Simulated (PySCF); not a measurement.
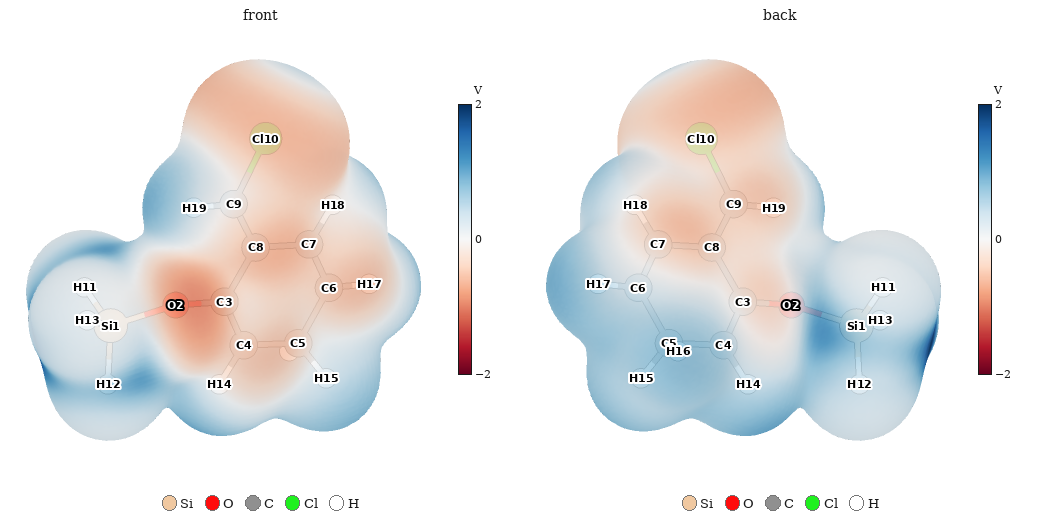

C₇H₉ClOSi (SMILES [SiH3]OC1=CCC=C/C1=C\Cl). The electrostatic potential painted on the density surface at 0.002 e/bohr³, seen from the front and from behind; red is negative and blue positive.

Geometry: GFN2-xTB.

Computed with PySCF 2.14.0, PBE0/pcSseg-1, SCF density, gas phase, non-relativistic.

```xyz
19

Si    3.0851   -0.0927   -0.0972
O     1.5953    0.1190   -0.7046
C     0.3399   -0.1332   -0.2626
C    -0.0187   -1.3135    0.2475
C    -1.4049   -1.6294    0.6980
C    -2.3486   -0.4920    0.5116
C    -1.9780    0.6859    0.0160
C    -0.6174    0.9664   -0.3986
C    -0.2044    2.1535   -0.8729
Cl   -1.2295    3.5146   -1.0550
H     3.2586    0.7541    1.0841
H     3.3490   -1.4820    0.2833
H     3.8624    0.3288   -1.2513
H     0.7199   -2.0957    0.3436
H    -1.7778   -2.5083    0.1562
H    -1.3896   -1.9197    1.7570
H    -3.3734   -0.6653    0.8081
H    -2.6921    1.4879   -0.0959
H     0.8146    2.3309   -1.1746
```

Describe the electrostatic potential map.

Answer. The most negative region (about −0.9 V, or −21 kcal/mol for a unit charge) lies over O2, the most positive (about +1.8 V, or +42 kcal/mol for a unit charge) over Si1. Cl10 shows a σ-hole: about +0.3 V, or +7 kcal/mol for a unit charge at the tip opposite its bond, against about −0.4 V, or −9 kcal/mol for a unit charge on its flanks.

What dipole moment does the calculation give?

Answer. Its dipole moment is 2.62 D.
